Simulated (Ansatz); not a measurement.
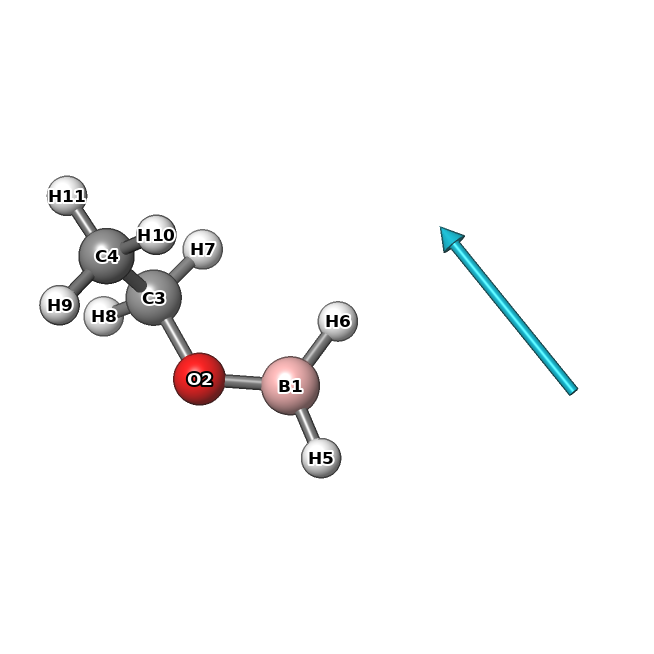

The arrow beside the molecule shows the direction of the dipole moment, from the negative to the positive end (its length means nothing). Computed geometry: PBE-D4/def2-SVP optimisation. No frequency run is at hand to confirm it as a minimum. Level of theory: RKS PBE-D4/def2-SVP (Ansatz 0.2.0).

Estimate the dipole moment.

Answer. 1.98 D; it points from the side of H5 to the side of H11 (the outermost atoms at the two ends).
